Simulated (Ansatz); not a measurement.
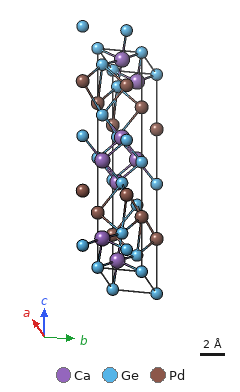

Solid Ca₂Ge₃Pd (built on the MAX phase (312) type) (coarse preliminary run), before the relaxation. A ball-and-stick model of the cell of the calculation, repeated 2 × 1 × 1 with one cell outlined, seen from a free direction.

Case: MAX phase (312) type (P6_3/mmc, No. 194).

Level of theory: DFT PBE, scalar-relativistic, plane waves, PAW in Ansatz.

Input
```yaml
crystal:
  lattice:
    - [3.7339767836, 0.0, 0.0]
    - [-1.8669883918, 3.2337187517, 0.0]
    - [0.0, 0.0, 21.5281397619]
  atoms:
    - { symbol: Ca, position: [0.3333333333, 0.6666666667, 0.928] }
    - { symbol: Ca, position: [0.6666666667, 0.3333333333, 0.428] }
    - { symbol: Ca, position: [0.6666666667, 0.3333333333, 0.072] }
    - { symbol: Ca, position: [0.3333333333, 0.6666666667, 0.572] }
    - { symbol: Ge, position: [0.0, 0.0, 0.5] }
    - { symbol: Ge, position: [0.0, 0.0, 0.0] }
    - { symbol: Ge, position: [0.3333333333, 0.6666666667, 0.365] }
    - { symbol: Ge, position: [0.6666666667, 0.3333333333, 0.865] }
    - { symbol: Ge, position: [0.6666666667, 0.3333333333, 0.635] }
    - { symbol: Ge, position: [0.3333333333, 0.6666666667, 0.135] }
    - { symbol: Pd, position: [0.0, 0.0, 0.25] }
    - { symbol: Pd, position: [0.0, 0.0, 0.75] }
basis:
  ecutwfc: 420
kpoints:
  mp_grid: { grid: [6, 6, 1] }
hamiltonian:
  xc: pbe
scf:
  occupations: { method: gaussian, width: 0.1 }
  lower_state_search: "off"
output:
  forces: true
  stress: true
  eigenvalues: true
relax:
  adjacent_minimum: "off"
  f_tol: 0.04
  max_steps: 70
  cell: { stress_tol: 0.4 }
```

Run as
```bash
ansatz run input.yaml --threads 1 --pin off --max-ram 2560MiB --backend cpu --events-out ev --progress --plain --runs-dir out
```

> What does the optimiser find from here?

After 9 accepted moves (11 points after the start) the energy has fallen by 15.338 eV per cell of the calculation. The largest force component goes from 4.7 to 0.0075 eV/Å. The pressure goes from 13.63 to 0.05 GPa. The line search rejected the trial step at point 9 of the run. At 1 point the geometry stayed and the basis and grid were re-selected for the new cell (energy shift of 4.9 meV per cell of the calculation at most each time). The largest moves relative to the cell, 1.25 Å, are those of Ge7, Ge8, Ge9 and Ge10. Ge8 goes along −c. Largest moves by element: Ge 1.25 Å, Ca 0.52 Å. Pd stays in place. Cell: a = b 3.734 → 3.903 Å (+4.5 %), c 21.528 → 21.755 Å (+1.1 %). Volume +10.4 %. Among the contacts that change: Ge7–Ge10 4.951 → 2.507 Å, Ge10–Pd11 3.283 → 2.579 Å, Ca1–Ge8 2.547 → 3.079 Å, Ca1–Ge6 2.655 → 3.071 Å. Among the angles between lasting bonds that change: Ge8–Ca1–Ge8 94.3° → 78.7°, Ca2–Ge7–Ca2 94.3° → 78.7°, Ge6–Ca1–Ge8 88.1° → 101.2°. The space group stays P6_3/mmc (No. 194).

The structure at the end:

```
CELL_PARAMETERS angstrom
3.90344 0.00000 0.00000
-1.95172 3.38048 0.00000
0.00000 0.00000 21.75487
ATOMIC_POSITIONS crystal
Ca 0.33333 0.66667 0.90409
Ca 0.66667 0.33333 0.40409
Ca 0.66667 0.33333 0.09591
Ca 0.33333 0.66667 0.59591
Ge 0.00000 0.00000 0.50000
Ge 0.00000 0.00000 0.00000
Ge 0.33333 0.66667 0.30763
Ge 0.66667 0.33333 0.80763
Ge 0.66667 0.33333 0.69237
Ge 0.33333 0.66667 0.19237
Pd 0.00000 0.00000 0.25000
Pd 0.00000 0.00000 0.75000
```

After the run, drawn alike:

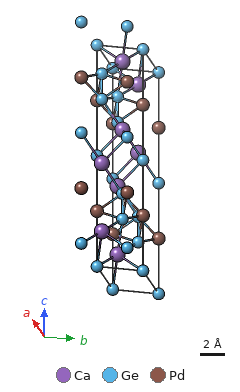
